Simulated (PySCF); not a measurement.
**GeH2 (SMILES [H][Ge][H]) at B3LYP/STO-3G**

Aim: the energy change on altering one bond length of GeH2 at B3LYP/STO-3G, from 2 runs. Input form: a Python script.

The results are computed with PySCF 2.14.0.

13 further runs of the same task are left out: 1 that didn't finish, 12 set aside as unsound or not needed.

**1. Starting point**

GeH2: 3 atoms, total charge 0, spin state singlet. As SMILES, `[H][Ge][H]`. Geometry: a GFN2-xTB relaxation, a rough one for these elements and not checked as a minimum.

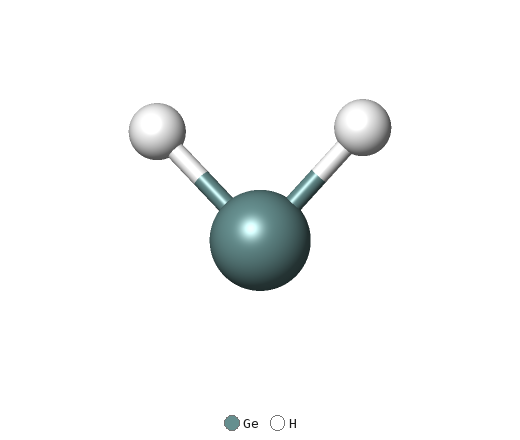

The structure, seen from a chosen angle (germanium teal, hydrogen white).

**2. The energy at B3LYP/STO-3G**

run.py

```python
# GeH2
from pyscf import gto, dft

mol = gto.Mole()
mol.atom = '''
Ge     0.004590    -0.009050    -0.781020
H      1.098840    -0.017820     0.398440
H     -1.103430     0.026870     0.382580
'''
mol.max_memory = 1860
mol.verbose = 4
mol.basis = 'sto-3g'
mol.build()

calc0 = dft.RKS(mol, xc='b3lyp')
calc0.conv_tol = 1e-10
calc0.grids.level = 5
calc0.kernel()
if not calc0.converged:
    calc0 = calc0.newton().run(calc0.mo_coeff, calc0.mo_occ)

e_final = calc0.e_tot
print(f'total energy: {e_final:.8f} hartree')
```

Started as:

```console
$ OMP_NUM_THREADS=1 python run.py
```

The log of the run:

```text
PySCF version 2.14.0

[INPUT] num. atoms = 3
[INPUT] num. electrons = 34
[INPUT] charge = 0
[INPUT] spin (= nelec alpha-beta = 2S) = 0
[INPUT] symmetry False subgroup None
[INPUT] Mole.unit = angstrom
[INPUT] Symbol           X                Y                Z      unit          X                Y                Z       unit  Magmom
[INPUT]  1 Ge     0.004590000000  -0.009050000000  -0.781020000000 AA    0.008673842912  -0.017102021427  -1.475913897808 Bohr   0.0
[INPUT]  2 H      1.098840000000  -0.017820000000   0.398440000000 AA    2.076506654717  -0.033674919540   0.752942477072 Bohr   0.0
[INPUT]  3 H     -1.103430000000   0.026870000000   0.382580000000 AA   -2.085180497629   0.050776940967   0.722971420736 Bohr   0.0

nuclear repulsion = 21.3015695193692
number of shells = 10
number of NR pGTOs = 60
number of NR cGTOs = 20
basis = sto-3g
ecp = {}

******** <class 'pyscf.dft.rks.RKS'> ********
method = RKS
initial guess = minao
damping factor = 0
level_shift factor = 0
DIIS = <class 'pyscf.scf.diis.CDIIS'>
diis_start_cycle = 1
diis_space = 8
diis_damp = 0
SCF conv_tol = 1e-10
SCF conv_tol_grad = None
SCF max_cycles = 50
direct_scf = True
direct_scf_tol = 1e-13
XC library pyscf.dft.libxc version 7.0.0
    S. Lehtola, C. Steigemann, M. J.T. Oliveira, and M. A.L. Marques.,  SoftwareX 7, 1–5 (2018)
XC functionals = b3lyp
    P. J. Stephens, F. J. Devlin, C. F. Chabalowski, and M. J. Frisch.,  J. Phys. Chem. 98, 11623 (1994)
radial grids:
    Treutler-Ahlrichs [JCP 102, 346 (1995); DOI:10.1063/1.469408] (M4) radial grids

becke partition: Becke, JCP 88, 2547 (1988); DOI:10.1063/1.454033
pruning grids: <function nwchem_prune>
grids dens level: 5
symmetrized grids: False
atomic radii adjust function: <function treutler_atomic_radii_adjust>
small_rho_cutoff = 0
Set gradient conv threshold to 1e-05
Initial guess from minao.
tot grids = 91816
init E= -2051.61208809737
  HOMO = -0.450156570171565  LUMO = -0.332604264008873  gap/eV = 3.19876
cycle= 1 E= -2054.08266066396  delta_E= -2.47  |g|= 0.318  |ddm|= 1.85
  HOMO = 0.0378542242614317  LUMO = 0.0394953815574953  gap/eV = 0.04466
cycle= 2 E= -2054.10279547822  delta_E= -0.0201  |g|= 0.217  |ddm|= 1.11
  HOMO = -0.119042010277306  LUMO = -0.00357674326078355  gap/eV = 3.14197
cycle= 3 E= -2054.1233059437  delta_E= -0.0205  |g|= 0.0203  |ddm|= 0.494
  HOMO = -0.111133862670412  LUMO = -0.000110211338015254  gap/eV = 3.02111
cycle= 4 E= -2054.12351489514  delta_E= -0.000209  |g|= 0.000895  |ddm|= 0.0464
  HOMO = -0.111099664449354  LUMO = -0.000244842348386343  gap/eV = 3.01651
cycle= 5 E= -2054.12351690807  delta_E= -2.01e-06  |g|= 0.000427  |ddm|= 0.00601
  HOMO = -0.11172150624683  LUMO = -0.000318013376983617  gap/eV = 3.03144
cycle= 6 E= -2054.12351808747  delta_E= -1.18e-06  |g|= 0.000145  |ddm|= 0.00715
  HOMO = -0.11189246686812  LUMO = -0.00034206448235008  gap/eV = 3.03544
cycle= 7 E= -2054.12351825286  delta_E= -1.65e-07  |g|= 1.19e-05  |ddm|= 0.00378
  HOMO = -0.111896993963408  LUMO = -0.000343388755224439  gap/eV = 3.03553
cycle= 8 E= -2054.123518253  delta_E= -1.37e-10  |g|= 4.2e-06  |ddm|= 7.31e-05
  HOMO = -0.111897463035849  LUMO = -0.000343496304157476  gap/eV = 3.03554
cycle= 9 E= -2054.12351825301  delta_E= -1.41e-11  |g|= 2.17e-07  |ddm|= 1.27e-05
  HOMO = -0.111897243939131  LUMO = -0.000343433837001528  gap/eV = 3.03553
Extra cycle  E= -2054.12351825301  delta_E= 1.82e-12  |g|= 1.45e-07  |ddm|= 1.33e-06
converged SCF energy = -2054.12351825301
total energy: -2054.12351825 hartree
```

Run time: 1.7 s. Hardware: 1 thread of Arm Neoverse V2, shared host; peak memory 0.18 GiB.

**3. The distorted shape, same level**

run.py

```python
from pyscf import gto, dft

mol = gto.M(
    atom='''
Ge     1.055548    -0.051040    -2.575302
H      3.123381    -0.067613    -0.346445
H     -2.085180     0.050777     0.722971
''',
    charge=0,
    spin=0,
    unit='bohr',
    verbose=4,
    max_memory=1860,
    basis='sto-3g',
)

mf = dft.RKS(mol, xc='b3lyp')
mf.conv_tol = 1e-10
mf.grids.level = 5
mf.kernel()
if not mf.converged:
    mf = mf.newton().run(mf.mo_coeff, mf.mo_occ)

energy = mf.e_tot
print('E(%s) = %.9f' % ('B3LYP', energy))
```

Started as:

```console
$ OMP_NUM_THREADS=1 python run.py
```

The log of the run:

```text
PySCF version 2.14.0

[INPUT] num. atoms = 3
[INPUT] num. electrons = 34
[INPUT] charge = 0
[INPUT] spin (= nelec alpha-beta = 2S) = 0
[INPUT] symmetry False subgroup None
[INPUT] Mole.unit = bohr
[INPUT] Symbol           X                Y                Z      unit          X                Y                Z       unit  Magmom
[INPUT]  1 Ge     0.558571946632  -0.027009204845  -1.362791129637 AA    1.055548000000  -0.051040000000  -2.575302000000 Bohr   0.0
[INPUT]  2 H      1.652822046221  -0.035779258762  -0.183330798837 AA    3.123381000000  -0.067613000000  -0.346445000000 Bohr   0.0
[INPUT]  3 H     -1.103429736666   0.026870031239   0.382579777356 AA   -2.085180000000   0.050777000000   0.722971000000 Bohr   0.0

nuclear repulsion = 17.7373450463277
number of shells = 10
number of NR pGTOs = 60
number of NR cGTOs = 20
basis = sto-3g
ecp = {}

******** <class 'pyscf.dft.rks.RKS'> ********
method = RKS
initial guess = minao
damping factor = 0
level_shift factor = 0
DIIS = <class 'pyscf.scf.diis.CDIIS'>
diis_start_cycle = 1
diis_space = 8
diis_damp = 0
SCF conv_tol = 1e-10
SCF conv_tol_grad = None
SCF max_cycles = 50
direct_scf = True
direct_scf_tol = 1e-13
XC library pyscf.dft.libxc version 7.0.0
    S. Lehtola, C. Steigemann, M. J.T. Oliveira, and M. A.L. Marques.,  SoftwareX 7, 1–5 (2018)
XC functionals = b3lyp
    P. J. Stephens, F. J. Devlin, C. F. Chabalowski, and M. J. Frisch.,  J. Phys. Chem. 98, 11623 (1994)
radial grids:
    Treutler-Ahlrichs [JCP 102, 346 (1995); DOI:10.1063/1.469408] (M4) radial grids

becke partition: Becke, JCP 88, 2547 (1988); DOI:10.1063/1.454033
pruning grids: <function nwchem_prune>
grids dens level: 5
symmetrized grids: False
atomic radii adjust function: <function treutler_atomic_radii_adjust>
small_rho_cutoff = 0
Set gradient conv threshold to 1e-05
Initial guess from minao.
tot grids = 91816
init E= -2051.46548379983
  HOMO = -0.383697188144081  LUMO = -0.331825151180365  gap/eV = 1.41151
cycle= 1 E= -2053.90052710673  delta_E= -2.44  |g|= 0.432  |ddm|= 1.96
  HOMO = 0.113388820004708  LUMO = 0.123213726913883  gap/eV = 0.26735
cycle= 2 E= -2047.33708410412  delta_E= 6.56  |g|= 2.25  |ddm|= 4.48
  HOMO = -0.143666733580121  LUMO = 0.0222473322213613  gap/eV = 4.51475
cycle= 3 E= -2053.91345850347  delta_E= -6.58  |g|= 0.315  |ddm|= 4.42
  HOMO = -0.108810820643782  LUMO = -0.0292604365208732  gap/eV = 2.16468
cycle= 4 E= -2053.96827433639  delta_E= -0.0548  |g|= 0.23  |ddm|= 1.34
  HOMO = -0.104311214445885  LUMO = -0.0122945131252921  gap/eV = 2.50390
cycle= 5 E= -2054.00453783587  delta_E= -0.0363  |g|= 0.0454  |ddm|= 0.455
  HOMO = -0.107065535030798  LUMO = -0.0103622187778904  gap/eV = 2.63143
cycle= 6 E= -2054.00542054394  delta_E= -0.000883  |g|= 0.0243  |ddm|= 0.0721
  HOMO = -0.10264857101889  LUMO = -0.00872909987346671  gap/eV = 2.55568
cycle= 7 E= -2054.00586812934  delta_E= -0.000448  |g|= 0.0031  |ddm|= 0.0605
  HOMO = -0.102421175640583  LUMO = -0.0083125269860031  gap/eV = 2.56083
cycle= 8 E= -2054.0059007574  delta_E= -3.26e-05  |g|= 0.0014  |ddm|= 0.035
  HOMO = -0.104922295328916  LUMO = -0.00868772339539292  gap/eV = 2.61868
cycle= 9 E= -2054.00591458695  delta_E= -1.38e-05  |g|= 0.00037  |ddm|= 0.0392
  HOMO = -0.1054713296227  LUMO = -0.00874997901888036  gap/eV = 2.63192
cycle= 10 E= -2054.00591482362  delta_E= -2.37e-07  |g|= 7.88e-05  |ddm|= 0.00394
  HOMO = -0.105429351925236  LUMO = -0.00873531987052528  gap/eV = 2.63118
cycle= 11 E= -2054.00591482924  delta_E= -5.62e-09  |g|= 2.3e-05  |ddm|= 0.000637
  HOMO = -0.105427387717816  LUMO = -0.00873674889340359  gap/eV = 2.63109
cycle= 12 E= -2054.00591483018  delta_E= -9.42e-10  |g|= 5.67e-06  |ddm|= 0.000246
  HOMO = -0.105430469944547  LUMO = -0.00873648092576013  gap/eV = 2.63118
cycle= 13 E= -2054.00591483051  delta_E= -3.29e-10  |g|= 5.18e-06  |ddm|= 0.00023
  HOMO = -0.105430670619659  LUMO = -0.00873729115410316  gap/eV = 2.63116
cycle= 14 E= -2054.00591483061  delta_E= -9.78e-11  |g|= 3.49e-06  |ddm|= 0.000158
  HOMO = -0.105425560478932  LUMO = -0.00873619038582024  gap/eV = 2.63105
Extra cycle  E= -2054.00591483062  delta_E= -1.14e-11  |g|= 3.11e-06  |ddm|= 2.22e-05
converged SCF energy = -2054.00591483062
E(B3LYP) = -2054.005914831
```

Run time: 2.1 s. Hardware: 1 thread of Arm Neoverse V2, shared host; peak memory 0.18 GiB.

**4. Summary of results**

At B3LYP/STO-3G:

| quantity | value |
| --- | --- |
| first shape: total energy | -2054.12352 Eh |
| first shape: dipole moment | 0.22 D |
| first shape: HOMO energy | -3.04 eV |
| first shape: LUMO energy | -0.01 eV |
| first shape: HOMO–LUMO gap | 3.04 eV |
| distorted shape: total energy | -2054.00591 Eh |
| distorted shape: dipole moment | 1.43 D |
| distorted shape: HOMO energy | -2.87 eV |
| distorted shape: LUMO energy | -0.24 eV |
| distorted shape: HOMO–LUMO gap | 2.63 eV |
| energy change with the Ge1–H3 bond stretched from 1.607 to 2.411 Å | 3.200 eV |

One bond (distorted shape) is far stretched, which a spin-restricted single reference describes badly; a broken-symmetry solution may lie lower. With the Ge1–H3 bond stretched from 1.607 to 2.411 Å the energy rises by 3.20 eV (74 kcal/mol). The first shape isn't relaxed at this level, so the change isn't measured from a minimum. A restricted reference can't describe the breaking bond well at this length. The minimal basis adds a large error of its own. Mulliken charges (distorted shape) run from -0.19 on H3 to +0.33 on Ge1.
